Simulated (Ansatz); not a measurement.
**[BPH5]− (SMILES [BH3-]P): levels of theory compared**

Wanted: a comparison of 6 runs (BHLYP/STO-3G, PBE0/STO-3G, MP2/STO-3G, UMP2/STO-3G, BCCD(T)/STO-3G, FCI/STO-3G) of [BPH5]−. 

The results are computed with Ansatz 0.2.0.

1 further run of the same task is left out (set aside as unsound or not needed).

**1. The structure to begin with**

[BPH5]− has 7 atoms, charge -1, and is taken as a singlet. SMILES: `[BH3-]P`. The H6–P2 distance was set to 2.770 Å, away from the relaxed value. At this shape a bond of the SMILES string is far longer than usual.

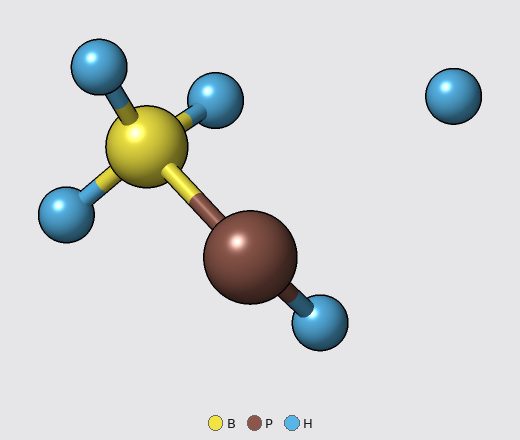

Viewed from a chosen angle; boron yellow, phosphorus brown, hydrogen blue.

**2. A single-point energy at BHLYP/STO-3G (run 1)**

Input file molecule.yaml:

```yaml
basis:
  gaussian:
    orbitals: STO-3G
crystal:
  periodic: [false, false, false]
  atoms:
    - symbol: B
      position_ang: [-0.027753, -1.819222, -0.339610]
    - symbol: P
      position_ang: [1.175847, -0.999132, 1.019560]
    - symbol: H
      position_ang: [-1.105993, -1.943552, 0.198650]
    - symbol: H
      position_ang: [0.451007, -2.900472, -0.603110]
    - symbol: H
      position_ang: [-0.079153, -1.093772, -1.306120]
    - symbol: H
      position_ang: [0.219110, 1.599520, 0.971100]
    - symbol: H
      position_ang: [2.237127, -0.639292, 0.204920]
hamiltonian:
  xc: {name: BHLYP}
accuracy: high
total_charge: -1
```

Launch:

```console
$ ansatz run molecule.yaml --threads 1 --pin off --max-ram 2610MiB --events-out events.jsonl --progress --plain --runs-dir runs
```

What it wrote:

```text
Warning: RAYON_NUM_THREADS=1 ignored (pool sized by the plan → 1); use --threads N
Functional definition: BHLYP
  name "BHLYP"
  parameter a = 0.5
  exchange = (1 - a)*b88_x + a*exact_x
  correlation = lyp_c
331 factors; integrals over basis functions are off by at most 1.3e-8 eV
mean field evaluation 1: about -9919.5030 eV, gradient 2.0e1 eV
mean field evaluation 2: about -9908.8829 eV, gradient 3.0e1 eV
mean field evaluation 4: about -9924.0228 eV, gradient 7.1e0 eV
mean field evaluation 8: about -9924.3778 eV, gradient 1.6e-1 eV
mean field evaluation 16: about -9924.3567 eV, gradient 1.2e-5 eV
mean field -9924.35673880 eV, -364.7133831804 hartree, gradient 2.0e-8 eV, S^2 0.000000; 0 other end points of the search recorded, 0 dependent functions left out
reference -9924.35675922 eV, -364.7133839308 hartree; 13, 13 occupied and 6, 6 virtual orbitals, 331 factors
Total energy: -9924.35675922 eV, -364.7133839308 hartree
```

Wall time 1 s (1 thread of Arm Neoverse V2, shared host); peak memory 0.096 GiB.

**3. A single-point energy at PBE0/STO-3G (run 2)**

Input file in.yaml:

```yaml
crystal:
  periodic: [false, false, false]
  atoms:
    - {symbol: B, position_ang: [-0.027753, -1.819222, -0.339610]}
    - {symbol: P, position_ang: [1.175847, -0.999132, 1.019560]}
    - {symbol: H, position_ang: [-1.105993, -1.943552, 0.198650]}
    - {symbol: H, position_ang: [0.451007, -2.900472, -0.603110]}
    - {symbol: H, position_ang: [-0.079153, -1.093772, -1.306120]}
    - {symbol: H, position_ang: [0.219110, 1.599520, 0.971100]}
    - {symbol: H, position_ang: [2.237127, -0.639292, 0.204920]}
basis:
  gaussian: {orbitals: STO-3G}
total_charge: -1
hamiltonian: {xc: pbe0}
accuracy: high
```

Launch:

```console
$ ansatz run in.yaml --threads 1 --pin off --max-ram 2610MiB --events-out events.jsonl --progress --plain --runs-dir runs
```

What it wrote:

```text
Warning: RAYON_NUM_THREADS=1 ignored (pool sized by the plan → 1); use --threads N
Functional definition: PBE0
  name "PBE0"
  parameter a = 0.25
  parameter kappa = 0.804
  parameter beta = 0.06672455060314922
  exchange = (1 - a)*pbe_x(kappa = kappa, mu = beta*pi^2/3) + a*exact_x
  correlation = pbe_c(beta = beta)
331 factors; integrals over basis functions are off by at most 1.3e-8 eV
mean field evaluation 1: about -9914.7783 eV, gradient 2.2e1 eV
mean field evaluation 2: about -9902.5166 eV, gradient 3.1e1 eV
mean field evaluation 4: about -9920.0888 eV, gradient 1.1e1 eV
mean field evaluation 8: about -9920.8512 eV, gradient 8.5e-1 eV
mean field evaluation 16: about -9920.8056 eV, gradient 8.2e-5 eV
mean field -9920.80555245 eV, -364.5828794892 hartree, gradient 8.3e-9 eV, S^2 0.000000; 0 other end points of the search recorded, 0 dependent functions left out
reference -9920.80555395 eV, -364.5828795442 hartree; 13, 13 occupied and 6, 6 virtual orbitals, 331 factors
Total energy: -9920.80555395 eV, -364.5828795442 hartree
```

Wall time 1 s (1 thread of Arm Neoverse V2, shared host); peak memory 0.096 GiB.

Runs 3 to 5 aren't shown in full; the table further down has their settings and results.

**4. The energy at FCI/STO-3G (run 6)**

Input file job.yaml:

```yaml
crystal:
  periodic: [false, false, false]
  atoms:
    - symbol: B
      position_ang: [-0.027753, -1.819222, -0.339610]
    - symbol: P
      position_ang: [1.175847, -0.999132, 1.019560]
    - symbol: H
      position_ang: [-1.105993, -1.943552, 0.198650]
    - symbol: H
      position_ang: [0.451007, -2.900472, -0.603110]
    - symbol: H
      position_ang: [-0.079153, -1.093772, -1.306120]
    - symbol: H
      position_ang: [0.219110, 1.599520, 0.971100]
    - symbol: H
      position_ang: [2.237127, -0.639292, 0.204920]
basis:
  gaussian:
    orbitals: STO-3G
total_charge: -1
correlation:
  method: fci
  frozen_orbitals: {B: 1, H: 0, P: 5}
accuracy: high
```

Launch:

```console
$ ansatz run job.yaml --threads 1 --pin off --max-ram 2610MiB --events-out events.jsonl --progress --plain --runs-dir runs
```

What it wrote (excerpt; [...] marks lines left out):

```text
Warning: RAYON_NUM_THREADS=1 ignored (pool sized by the plan → 1); use --threads N
Functional definition: HF
  name "HF"
[...]
331 factors; integrals over basis functions are off by at most 1.3e-8 eV
[...]
mean field -9900.19557372 eV, -363.8254767406 hartree, gradient 4.6e-8 eV, S^2 0.000000; 0 other end points of the search recorded, 0 dependent functions left out; unrestricted orbitals would lower it
[...]
unrestricted determinant -9903.07452551 eV, -363.9312762673 hartree, S^2 0.9540
6 core orbitals not correlated: weight in the atoms' cores, before any rotation towards them, 1.000 or more for the frozen orbitals, at most 0.000 for the correlated occupied ones
reference -9900.19557372 eV, -363.8254767406 hartree; 7, 7 occupied and 6, 6 virtual orbitals, 331 factors
state -9905.83486299 eV, -364.0327167988 hartree
Total energy: -9905.83486299 eV, -364.0327167988 hartree
```

Wall time 14 s (1 thread of Arm Neoverse V2, shared host); peak memory 0.28 GiB.

**5. Overview of the runs**

```
run           level  frozen core orbitals  energy (Eh)  wall time
  1    BHLYP/STO-3G                     –  -364.713384        1 s
  2     PBE0/STO-3G                     –  -364.582880        1 s
  3      MP2/STO-3G                     6  -363.954346     0.12 s
  4     UMP2/STO-3G                     6  -363.995730     0.16 s
  5  BCCD(T)/STO-3G                     6  -364.032598     0.16 s
  6      FCI/STO-3G                     6  -364.032717       14 s
```

**6. Results**

```
                                          quantity          value
                               run 6: total energy  -364.03272 Eh
run 6: correlation energy (6 core orbitals frozen)     -207.2 mEh
```

Against full CI in this basis: MP2 +78.4 mEh; UMP2 +37.0 mEh; BCCD(T) +0.1 mEh. Totals of different functionals can't be ranked against each other. In runs 3, 5 the log says that unrestricted orbitals would lower the reference, so the values rest on an unstable closed-shell determinant (other closed-shell runs at this shape may share the fault). In runs 1, 2, 3, 4, 5, 6 the basis is minimal, so the values are rough. Spin contamination of the reference: run 4 ⟨S²⟩ = 0.95. Where it is this large, the reference is a mixture of spin states, and values that rest on it are in doubt. All runs together took 17 s, the longest 14 s.
